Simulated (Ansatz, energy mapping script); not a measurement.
**MnS: J from the energies of magnetic orders**

Wanted: the magnetic order of MnS, its couplings and an estimate of its ordering temperature, by B3LYP.

Calculated with Ansatz 0.2.0; B3LYP; plane waves, collinear spin, no spin–orbit coupling.

The database entry behind the starting cell differs from later determinations by our own check (an axis about 0.2 % short against later determinations), so it need not match the best structure at ambient conditions.

### 1. The starting structure

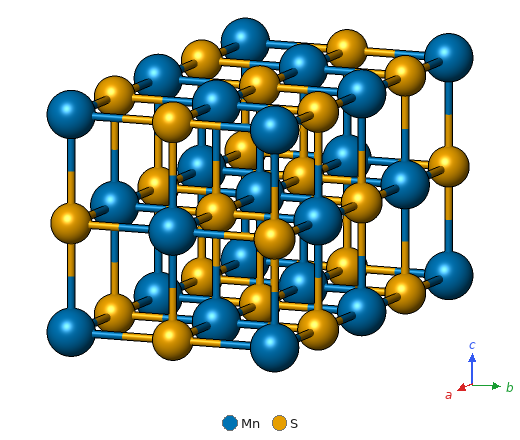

The starting structure, seen slightly off an axis (manganese blue, sulfur orange). 2×1×1 cells are drawn. This picture shows the conventional cell, with its axes. Some periodic images of atoms are drawn too.

As a file:

```cif
data_structure
_symmetry_space_group_name_H-M 'Fm-3m'
_symmetry_Int_Tables_number 225
_cell_length_a 5.2090
_cell_length_b 5.2090
_cell_length_c 5.2090
_cell_angle_alpha 90.000
_cell_angle_beta 90.000
_cell_angle_gamma 90.000
_cell_volume 141.34
loop_
_atom_site_label
_atom_site_type_symbol
_atom_site_symmetry_multiplicity
_atom_site_Wyckoff_symbol
_atom_site_fract_x
_atom_site_fract_y
_atom_site_fract_z
_atom_site_occupancy
Mn1 Mn 4 a 0.00000 0.00000 0.00000 1
S1 S 4 b 0.50000 0.00000 0.00000 1
```

Exact exchange localises the open shell without a U to choose, and it is dear.

### 2. Run 1 (parallel; cell A, 4 atoms)

The parallel order is the zero of energy for this cell and mesh.

input.yaml

```yaml
crystal:
  lattice:
    - [0.0, -2.6045, -2.6045]
    - [-2.6045, 0.0, -2.6045]
    - [2.6045, 2.6045, -5.209]
  atoms:
    - { symbol: Mn, position: [0.5, 0.5, 0.5], spin: 4.5 }
    - { symbol: Mn, position: [0.0, 0.0, 0.0], spin: 4.5 }
    - { symbol: S, position: [0.75, 0.75, 0.75] }
    - { symbol: S, position: [0.25, 0.25, 0.25] }
magnetization:
  spin_polarized: true
kpoints:
  mp_grid: { grid: [7, 7, 7] }
hamiltonian:
  xc: b3lyp
scf:
  occupations: { method: fermi_dirac, width: 0.05 }
output:
  eigenvalues: true
```

Run with:

```sh
$ ansatz run input.yaml --threads 4 --pin off --max-ram 8192MiB --backend cpu --events-out ev --progress --plain --runs-dir out
```

Numbers of over 12 decimals in the logs are rounded to 6 here.

What it wrote:

```text
Engine: ansatz 0.2.0, aarch64-unknown-linux-gnu
Pseudopotentials: kind: paw
Pseudopotential: Mn, paw, valence charge 15, recommended cutoff 420 eV (normal), Mn.paw.azcp
Pseudopotential: S, paw, valence charge 6, recommended cutoff 420 eV (normal), S.paw.azcp
Functional definition: B3LYP
  parameter a0 = 0.2
  parameter ax = 0.72
  parameter ac = 0.81
  exchange = (1 - a0 - ax)*slater_x + ax*b88_x + a0*exact_x
  correlation = (1 - ac)*vwn_rpa_c + ac*lyp_c
Crystal: 4 atoms, lattice volume = 70.670 Å³
Basis set: ecut = 420 eV, 1401 PW (Γ), exchange–correlation on 50×50×90 points (8 copies of the dense FFT grid, shifted against one another)
Bands: 31, of which v1, the nominal top of the filled ones, is band 21 counted from 1 (20 counted from 0)
Symmetry: 24 space group operations
Space group: Fm-3m (ITA 225), of the structure as read, at distance tolerance 4.1e-5 Å
Magnetic group: BNS 225.116 (UNI 1618), of the structure as read, at distance tolerance 4.1e-5 Å
k-points: 44 of 343
Non-local potential: Mn, projectors of the file, l = 0: 3, l = 1: 2, l = 2: 3, l = 3: 1
Non-local potential: S, projectors of the file, l = 0: 2, l = 1: 2, l = 2: 2
PAW form: soft (Blöchl's): semilocal exchange-correlation on the pseudo side does not see the compensation charge
PAW frozen core: Mn, regenerated for the run's functional, and the local potential with it (the file was generated under x = pbe(κ = 0.804, μ = 0.219515), c = pbe(β = 0.066725))
PAW frozen core: S, regenerated for the run's functional, and the local potential with it (the file was generated under x = pbe(κ = 0.804, μ = 0.219515), c = pbe(β = 0.066725))
PAW one-centre angular grid: Mn, 590 points (default); XC on 64 Gauss nodes
PAW one-centre angular grid: S, 110 points (default); XC on 64 Gauss nodes
Initial density: superposition of atomic densities (chi_scale 0.1, normalization cell, long waves kept (reshape's long-wave potential 0.00 eV rms))
Starting moments: Σ|m| = 9 μB on 2 of 4 sites
Initial wavefunctions: pseudopotential atomic-orbital guess
Functional: x = 0.1 slater + 0.9 b88, c = 0.19 vwn_rpa + 0.81 lyp, warm-up for x = 0.08 slater + 0.72 b88 + 0.2 exact, c = 0.19 vwn_rpa + 0.81 lyp
iter 1 solved again at ethr=4.91e-2 eV; its pass at ethr=1.00e-1 eV (dr2=2.06e1 eV) is discarded
SCF iter   1: F=—  HF=-9625.145447 eV  |F-HF|=—  |Δ(HF+E_count)|=         —  Δρ=1.23e-1 (↑4.71e-2 ↓1.23e-1)  dr2=2.05e1  dr2_m=1.11e0  M=7.442 μB ∫|m|=7.442 μB  β_m=0.30  ethr=4.91e-2  ⟨swp⟩=2.2  Hψ=13119  notcnv=0
preconditioner: auto → Kerker (q_TF=auto, 2.502 Å⁻¹)  [metal: Δε(μ)=0.002 eV  Ē_g=8.163 eV  σ=0.050 eV  W_gap=0.01  n_scr=22 (ndim 8)  ℏωp=22.5 eV  f_vac=0.000  D(μ)=6.06/eV (n_scr^D=60)]
spin=Collinear: Kerker preconditioning applied to the charge; magnetization (m = ρ↑ − ρ↓) channel mixes plain (no charge-response kernel on spin).
iter 2 solved again at ethr=1.11e-3 eV; its pass at ethr=4.89e-2 eV (dr2=4.65e-1 eV) is discarded
SCF iter   2: F=—  HF=-9622.960288 eV  |F-HF|=—  |Δ(HF+E_count)|=    2.19e0  Δρ=2.00e-2 (↑2.00e-2 ↓1.37e-2)  dr2=3.35e-1  dr2_m=1.11e-1  M=9.040 μB ∫|m|=9.040 μB  β_m=1.00  ethr=1.11e-3  ⟨swp⟩=5.4  Hψ=13632  notcnv=0  defer=27
eigensolver tolerance schedule: the retry pair's looser diagonalisation over-reported the residual by 0.39 of it (diagonalisation noise at 0.40 of the residual, at the tolerance the schedule requests for it); recorded, not acted on — ethr = c·dr2/N_el stays at c = 1.0e-1
SCF iter   3: F=—  HF=-9623.148107 eV  |F-HF|=—  |Δ(HF+E_count)|=   1.88e-1  Δρ=1.11e-2 (↑1.11e-2 ↓7.39e-3)  dr2=2.11e-1  dr2_m=1.03e-2  M=9.162 μB ∫|m|=9.162 μB  β_m=1.00  ethr=7.97e-4  ⟨swp⟩=3.2  Hψ=6283  notcnv=0  defer=11
SCF iter   4: F=—  HF=-9623.197989 eV  |F-HF|=—  |Δ(HF+E_count)|=   4.99e-2  Δρ=3.48e-3 (↑3.48e-3 ↓2.50e-3)  dr2=1.28e-2  dr2_m=3.84e-4  M=9.168 μB ∫|m|=9.168 μB  β_m=0.30  ethr=5.03e-4  ⟨swp⟩=4.1  Hψ=7792  notcnv=0  defer=10
Mixer restart at iter 4: flushing history
spin-set hold released at iteration 4 (site moments contracting): the magnetisation degrees of freedom join the quasi-Newton model from the next iteration; the mixer history was flushed
SCF iter   5: F=—  HF=-9623.214949 eV  |F-HF|=—  |Δ(HF+E_count)|=   1.70e-2  Δρ=2.82e-3 (↑2.82e-3 ↓2.22e-3)  dr2=1.16e-2  dr2_m=2.56e-4  M=9.184 μB ∫|m|=9.184 μB  β_m=0.59  ethr=3.04e-5  ⟨swp⟩=3.9  Hψ=7238  notcnv=0  defer=11
SCF iter   6: F=—  HF=-9623.240615 eV  |F-HF|=—  |Δ(HF+E_count)|=   2.57e-2  Δρ=2.29e-3 (↑2.29e-3 ↓1.55e-3)  dr2=6.36e-3  dr2_m=1.38e-4  M=9.182 μB ∫|m|=9.182 μB  β_m=0.53  ethr=2.76e-5  ⟨swp⟩=3.5  Hψ=6998  notcnv=0  defer=11
SCF iter   7: F=—  HF=-9623.239799 eV  |F-HF|=—  |Δ(HF+E_count)|=   8.16e-4  Δρ=4.92e-4 (↑4.92e-4 ↓3.89e-4)  dr2=3.23e-4  dr2_m=1.25e-5  M=9.190 μB ∫|m|=9.190 μB  β_m=0.77  ethr=1.51e-5  ⟨swp⟩=3.2  Hψ=6540  notcnv=0  defer=2
[...]
SCF 1 converged in 12 iterations: F = -9623.240210 eV  dr2 = 1.67e-10
  greatest PAW one-centre occupation: 1.004 electrons in one spin orbital (limit 2), on the Mn atom at site 1 (counted from 0), in its partial waves of l = 1
Initial density: handed on by an earlier stage of this run
Starting moments: Σ|m| = 9 μB on 2 of 4 sites; this step starts from the density that it was given
Initial wavefunctions: those handed on with the density
Functional: x = 0.08 slater + 0.72 b88 + 0.2 exact, c = 0.19 vwn_rpa + 0.81 lyp
Frozen-core exchange: fock
[...]
preconditioner: auto → Kerker (q_TF=auto, 2.502 Å⁻¹)  [metal: Δε(μ)=0.050 eV  Ē_g=10.941 eV  σ=0.050 eV  W_gap=0.23  n_scr=22 (ndim 8)  ℏωp=22.5 eV  f_vac=0.000  D(μ)=0.67/eV (n_scr^D=2)]
spin=Collinear: Kerker preconditioning applied to the charge; magnetization (m = ρ↑ − ρ↓) channel mixes plain (no charge-response kernel on spin).
[...]
SCF 2 converged in 8 iterations: F = -9626.634441 eV  dr2 = 4.36e-9
  greatest PAW one-centre occupation: 1.006 electrons in one spin orbital (limit 2), on the Mn atom at site 1 (counted from 0), in its partial waves of l = 1
hybrid outer 1: dexx = +2.467e-1 eV, tail = 2.52e-1 eV
Frozen-core exchange: fock
[...]
preconditioner: auto → none  [insulator: Δε(μ)=0.557 eV  Ē_g=11.120 eV  σ=0.050 eV  W_gap=0.99  n_scr=22 (ndim 8)  ℏωp=22.5 eV  f_vac=0.000  D(μ)=0.00/eV (n_scr^D=0)]
[...]
SCF iter   6: F=-9626.927102 eV  HF=-9626.927102 eV  |F-HF|=9.21e-9  |Δ(HF+E_count)|=   4.37e-7  Δρ=9.20e-6 (↑9.20e-6 ↓5.14e-6)  dr2=5.50e-8  dr2_m=2.12e-8  M=10.000 μB ∫|m|=10.000 μB  ethr=1.91e-9  ⟨swp⟩=3.2  Hψ=5770  notcnv=0  defer=2
SCF 3 converged in 6 iterations: F = -9626.927102 eV  dr2 = 5.50e-8
  greatest PAW one-centre occupation: 1.007 electrons in one spin orbital (limit 2), on the Mn atom at site 1 (counted from 0), in its partial waves of l = 1
hybrid outer 2: dexx = +1.294e-2 eV, tail = 5.08e-3 eV, magnetization grown 1.0118 times (not accepted), Δε = 5.84e-1 eV (about 1.55e-1 eV left of the loop's levels)
Frozen-core exchange: fock
SCF iter   1: F=—  HF=-9626.940732 eV  |F-HF|=—  |Δ(HF+E_count)|=         —  Δρ=5.73e-4 (↑5.73e-4 ↓3.90e-4)  dr2=1.52e-4  dr2_m=1.28e-4  M=10.000 μB ∫|m|=10.000 μB  β_m=0.30  ethr=6.04e-5  ⟨swp⟩=2.5  Hψ=5500  notcnv=0
preconditioner: auto → none  [insulator: Δε(μ)=1.134 eV  Ē_g=11.145 eV  σ=0.050 eV  W_gap=1.00  n_scr=22 (ndim 8)  ℏωp=22.5 eV  f_vac=0.000  D(μ)=0.00/eV (n_scr^D=0)]
iter 2 solved again at ethr=1.93e-9 eV; its pass at ethr=3.09e-7 eV (dr2=8.09e-7 eV) is discarded
SCF iter   2: F=—  HF=-9626.940765 eV  |F-HF|=—  |Δ(HF+E_count)|=   3.33e-5  Δρ=7.67e-5 (↑7.67e-5 ↓7.09e-5)  dr2=2.08e-5  dr2_m=3.04e-6  M=10.000 μB ∫|m|=10.000 μB  β_m=0.55  ethr=1.93e-9  ⟨swp⟩=4.2  Hψ=14583  notcnv=0  defer=14
SCF iter   3: F=—  HF=-9626.940921 eV  |F-HF|=—  |Δ(HF+E_count)|=   1.56e-4  Δρ=1.22e-4 (↑1.22e-4 ↓1.05e-4)  dr2=7.43e-6  dr2_m=7.06e-6  M=10.000 μB ∫|m|=10.000 μB  β_m=0.55  ethr=1.93e-9  ⟨swp⟩=5.3  Hψ=9544  notcnv=0
SCF iter   4: F=-9626.940920 eV  HF=-9626.940920 eV  |F-HF|=5.34e-7  |Δ(HF+E_count)|=   8.63e-7  Δρ=3.71e-5 (↑3.71e-5 ↓1.88e-5)  dr2=1.78e-6  dr2_m=3.17e-7  M=10.000 μB ∫|m|=10.000 μB  ethr=1.93e-9  ⟨swp⟩=4.0  Hψ=7663  notcnv=0
SCF 4 stopped early in 4 iterations: F = -9626.940920 eV  dr2 = 1.78e-6
hybrid outer 3: dexx = +1.787e-4 eV, tail = 5.94e-5 eV, Δε = 2.27e-1 eV (about 1.47e-2 eV left of the loop's levels)
Frozen-core exchange: fock
SCF iter   1: F=—  HF=-9626.940529 eV  |F-HF|=—  |Δ(HF+E_count)|=         —  Δρ=1.35e-5 (↑1.35e-5 ↓8.57e-6)  dr2=1.14e-5  dr2_m=3.33e-8  M=10.000 μB ∫|m|=10.000 μB  β_m=0.30  ethr=6.40e-8  ⟨swp⟩=4.8  Hψ=5956  notcnv=0
preconditioner: auto → none  [insulator: Δε(μ)=1.139 eV  Ē_g=11.146 eV  σ=0.050 eV  W_gap=1.00  n_scr=22 (ndim 8)  ℏωp=22.5 eV  f_vac=0.000  D(μ)=0.00/eV (n_scr^D=0)]
SCF iter   2: F=—  HF=-9626.940529 eV  |F-HF|=—  |Δ(HF+E_count)|=   6.07e-8  Δρ=8.27e-6 (↑8.27e-6 ↓7.00e-6)  dr2=1.13e-5  dr2_m=1.55e-8  M=10.000 μB ∫|m|=10.000 μB  β_m=0.65  ethr=3.37e-10  ⟨swp⟩=4.4  Hψ=6737  notcnv=0
SCF iter   3: F=—  HF=-9626.940923 eV  |F-HF|=—  |Δ(HF+E_count)|=   3.94e-4  Δρ=2.11e-5 (↑1.92e-5 ↓2.11e-5)  dr2=4.71e-7  dr2_m=1.86e-7  M=10.000 μB ∫|m|=10.000 μB  β_m=0.65  ethr=1.47e-10  ⟨swp⟩=5.0  Hψ=9359  notcnv=0  defer=1
SCF iter   4: F=-9626.940923 eV  HF=-9626.940923 eV  |F-HF|=7.73e-9  |Δ(HF+E_count)|=   1.36e-7  Δρ=5.24e-6 (↑5.24e-6 ↓2.35e-6)  dr2=6.10e-8  dr2_m=7.13e-9  M=10.000 μB ∫|m|=10.000 μB  ethr=1.47e-10  ⟨swp⟩=4.4  Hψ=6795  notcnv=0
SCF 5 converged in 4 iterations: F = -9626.940923 eV  dr2 = 6.10e-8
hybrid outer 4: dexx = +2.201e-7 eV, tail = 1.68e-7 eV, Δε = 1.98e-3 eV (about 6.88e-4 eV left of the loop's levels)
this state was not tested for a lower state beside it, because the functional holds exact exchange (a hybrid, or Hartree-Fock), whose exchange loop this test does not read (fock_operator); the stability check (scf.self_checks: high) cannot read this state: a pseudopotential is PAW: the check reads norm-conserving sets alone
hybrid SCF converged: 4 outer / 22 inner (+12 warm-up), last move |dexx| = 2.20e-7 eV, tail = 1.68e-7 eV
Magnetization: 10.0000 μB (26.0000 up, 16.0000 down)
Absolute magnetization: 10.0001 μB (∫|ρ↑−ρ↓|, with the PAW one-centre terms)
Spin contamination: 0.0134 ħ² per cell (⟨S²⟩ above its minimum at these occupations)
Per-site moments (μB) at R_I (Å): [(4.476701, 1.074356), (4.476701, 1.074356), (0.195836, 1.074356), (0.195836, 1.074356)]
Free energy (F): -9626.940923 eV
Frozen-core exchange: fock
Harris-Foulkes:  -9626.940923 eV  (|F-HF|=7.73e-9)
Internal energy: -9626.940923 eV  (E = F + TS)
E sigma→0 (E₀):  -9626.940923 eV
Entropy (-TS):   -0.000000 eV (-0.000 meV/atom)
Fermi energy:    10.348427 eV
--- Per-component energies (eV) ---
  E_band       = -682.698500
  E_kinetic    = 815.894253
  E_local      = -4922.832268  (includes V_loc(G=0)·N_el)
  E_nonlocal   = 567.223873
  E_hartree    = 2022.974325
  E_xc         = -340.671442
  E_vxc        = -372.252101  (∫ρ·V_xc dr)
  E_exx        = -139.612330  (= α·E_x^exact, valence–valence)
  E_paw        = -3779.362023  (= ΣΔE_a)
  E_vpaw       = -537.460424  (= ΣTr[D̂ρ^β])
  E_aug_tail   = -0.000017  (compensation charges beyond the density's cutoff)
  E_ewald      = -3850.228351
  E_core_change = -0.326942  (= ΣΔE_core)
  E_smearing   = -0.000000  (= −TS)
  E_closure    = -0.000000  (closes the sum)
  Σ components = -9626.940923   (vs F -9626.940923, Δ=0.00e0)
--- Band table (eV; the first three rows and the last of 88) ---
  k-point 0 ↑: bands = [... 17 lower, 5.0612, 5.4909, 5.4909, 6.0821, 7.9054, 7.9054, 7.9065, 9.7607, ... 6 higher]
  k-point 1 ↑: bands = [... 17 lower, 5.0711, 5.4678, 5.4678, 6.0790, 7.5842, 8.0200, 8.0200, 9.6736, ... 6 higher]
  k-point 2 ↑: bands = [... 17 lower, 5.1294, 5.4039, 5.4039, 6.0853, 6.9236, 8.3144, 8.3144, 9.4334, ... 6 higher]
  k-point 43 ↓: bands = [... 17 lower, 12.5330, 13.5181, 13.5414, 13.6242, 13.6400, 13.9475, 13.9690, 13.9912, ... 6 higher]
```

Wall time 1.7 min (4 threads of Arm Neoverse V1, shared host); peak memory 3.7 GiB.

Spin moment in the sphere by atom:

| atom | spin moment in the sphere (μB) |
| --- | --- |
| Mn1 | 4.48 |
| Mn2 | 4.48 |
| S3 | 0.20 |
| S4 | 0.20 |

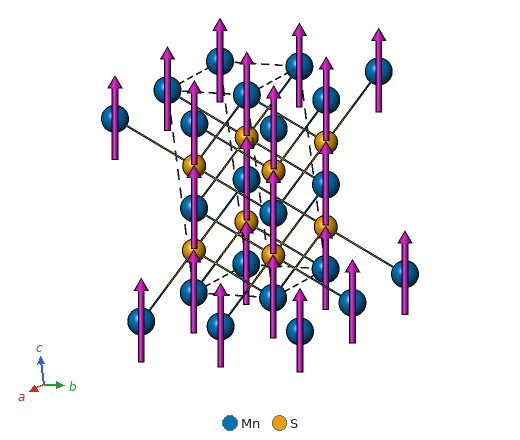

Spin moment in the sphere as arrows, the longest 4.48 μB. Up and down stand for the sign. Arrows give size and sign along the axis of quantisation, drawn up and down the page. Bonds to atoms that aren't drawn are left out. 2×2×1 cells are drawn. Some periodic images of atoms are drawn too.

The run ends ferromagnetic.

### 3. Compensated +− start in cell A (4 atoms)

This order reverses 6 of the 12 neighbours at 3.68 Å and 6 of the 6 neighbours at 5.21 Å, counted for an average magnetic atom.

input.yaml, as its differences from that of step 2:

```diff
@@ -7,3 +7,3 @@
     - { symbol: Mn, position: [0.5, 0.5, 0.5], spin: 4.5 }
-    - { symbol: Mn, position: [0.0, 0.0, 0.0], spin: 4.5 }
+    - { symbol: Mn, position: [0.0, 0.0, 0.0], spin: -4.5 }
     - { symbol: S, position: [0.75, 0.75, 0.75] }
```

What it wrote:

```text
[...]
Crystal: 4 atoms, lattice volume = 70.670 Å³
Basis set: ecut = 420 eV, 1401 PW (Γ), exchange–correlation on 50×50×90 points (8 copies of the dense FFT grid, shifted against one another)
Bands: 31, of which v1, the nominal top of the filled ones, is band 21 counted from 1 (20 counted from 0)
Symmetry: 12 space group operations
[...]
k-points: 44 of 343
[...]
Starting moments: Σ|m| = 9 μB on 2 of 4 sites
Starting magnetic order: antiferromagnet; a translation exchanges its spin sublattices: spin-degenerate at every k-point
[...]
the translation (0.5, 0.5, 0.5) carries every atom to within crystal.symmetry.tolerance of an atom of its element with the starting moment reversed, but both spin channels are solved: under a hybrid functional one channel is solved only on norm-conserving pseudopotentials (hamiltonian.pseudopotentials.kind)
[...]
SCF iter  10: F=-9623.543939 eV  HF=-9623.543955 eV  |F-HF|=1.55e-5  |Δ(HF+E_count)|=   9.74e-6  Δρ=6.76e-5 (↑6.76e-5 ↓6.06e-5)  dr2=1.76e-5  dr2_m=3.09e-7  M=-0.000 μB ∫|m|=8.784 μB  ethr=2.66e-7  ⟨swp⟩=2.0  Hψ=4585  notcnv=0
SCF 1 stopped early in 10 iterations: F = -9623.543939 eV  dr2 = 1.76e-5
[...]
Frozen-core exchange: fock
SCF iter   1: F=—  HF=-9627.066162 eV  |F-HF|=—  |Δ(HF+E_count)|=         —  Δρ=1.53e-2 (↑1.53e-2 ↓1.53e-2)  dr2=8.04e-2  dr2_m=1.43e-1  M=0.000 μB ∫|m|=9.196 μB  β_m=0.30  ethr=4.18e-7  ⟨swp⟩=11.0  Hψ=16226  notcnv=0
[...]
SCF iter   6: F=-9627.175510 eV  HF=-9627.175521 eV  |F-HF|=1.11e-5  |Δ(HF+E_count)|=   2.15e-4  Δρ=7.21e-5 (↑7.21e-5 ↓6.81e-5)  dr2=1.38e-5  dr2_m=4.18e-7  M=0.000 μB ∫|m|=9.296 μB  ethr=4.18e-7  ⟨swp⟩=3.6  Hψ=5482  notcnv=0
SCF 2 stopped early in 6 iterations: F = -9627.175510 eV  dr2 = 1.38e-5
[...]
hybrid outer 1: dexx = +1.355e-1 eV, tail = 2.56e-4 eV
Frozen-core exchange: fock
SCF iter   1: F=—  HF=-9627.175032 eV  |F-HF|=—  |Δ(HF+E_count)|=         —  Δρ=1.11e-4 (↑1.11e-4 ↓1.06e-4)  dr2=9.24e-6  dr2_m=4.28e-6  M=0.000 μB ∫|m|=9.295 μB  β_m=0.30  ethr=3.05e-6  ⟨swp⟩=4.7  Hψ=6718  notcnv=0
[...]
SCF iter   6: F=-9627.175039 eV  HF=-9627.175039 eV  |F-HF|=3.24e-8  |Δ(HF+E_count)|=   2.01e-8  Δρ=4.07e-6 (↑4.07e-6 ↓1.92e-6)  dr2=3.77e-8  dr2_m=2.75e-9  M=0.000 μB ∫|m|=9.295 μB  ethr=2.83e-10  ⟨swp⟩=4.2  Hψ=6436  notcnv=0  defer=30
SCF 3 converged in 6 iterations: F = -9627.175039 eV  dr2 = 3.77e-8
[...]
Magnetization: 0.0000 μB (21.0000 up, 21.0000 down)
Absolute magnetization: 9.2974 μB (∫|ρ↑−ρ↓|, with the PAW one-centre terms)
[...]
Per-site moments (μB) at R_I (Å): [(4.372479, 1.074356), (-4.372474, 1.074356), (-4.606952513597038e-6, 1.074356), (-4.6069525137319586e-6, 1.074356)]
Free energy (F): -9627.175039 eV
Frozen-core exchange: fock
[...]
Internal energy: -9627.175039 eV  (E = F + TS)
E sigma→0 (E₀):  -9627.175039 eV
Fermi energy:    10.555454 eV
[...]
--- Band table (eV; the first three rows and the last of 88) ---
  k-point 0 ↑: bands = [... 17 lower, 7.9223, 8.0737, 8.0737, 8.0747, 12.8693, 12.8693, 12.9473, 13.5447, ... 6 higher]
  k-point 1 ↑: bands = [... 17 lower, 7.5655, 7.7183, 8.4454, 8.4454, 12.8545, 12.8545, 12.9031, 13.8762, ... 6 higher]
  k-point 2 ↑: bands = [... 17 lower, 7.2272, 7.2272, 8.8186, 8.8186, 12.7746, 12.8153, 12.8153, 13.8815, ... 6 higher]
  k-point 43 ↓: bands = [... 17 lower, 6.1234, 6.3028, 7.7927, 8.0391, 12.8491, 13.0240, 13.5938, 13.6314, ... 6 higher]
```

Elapsed: 79 s, on 4 threads; peak memory 3.7 GiB.

Spin moment in the sphere by atom:

| atom | spin moment in the sphere (μB) |
| --- | --- |
| Mn1 | 4.37 |
| Mn2 | -4.37 |
| S3 | 0.00 |
| S4 | 0.00 |

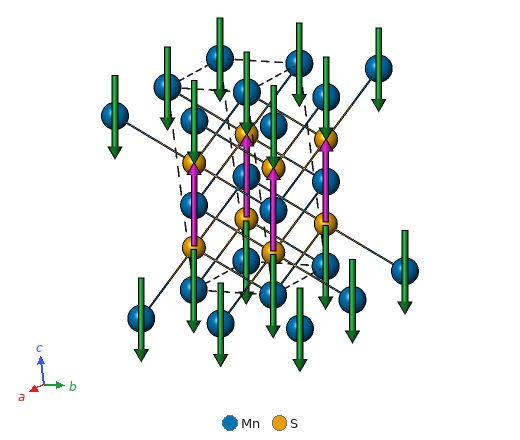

Spin moment in the sphere as arrows, the longest 4.37 μB. Up and down stand for the sign. Arrows give size and sign along the axis of quantisation, drawn up and down the page. The two directions have two colours. Bonds to atoms that aren't drawn are left out. 2×2×1 cells are drawn. Some periodic images of atoms are drawn too.

The run ends antiferromagnetic, 117.06 meV a magnetic atom below the parallel order of its cell.

(Continued in part 2 of 2.)

[Logs and program files are shortened in this print: banners, set-up blocks, solver, clock and traceback lines can be left out without a mark of their own.]

[Logs are printed without paths, hosts, clocks, repeated set-up lines and the standing remarks that a program may print on its own settings, such as how far it seeks lower states.]

[Hosts, paths, dates, database ids (printed as entryN), source tags and the programs' standing remarks are cut or masked in the printed files.]

[Where a cell is said to come from a database of computed structures, the database is the Materials Project.]
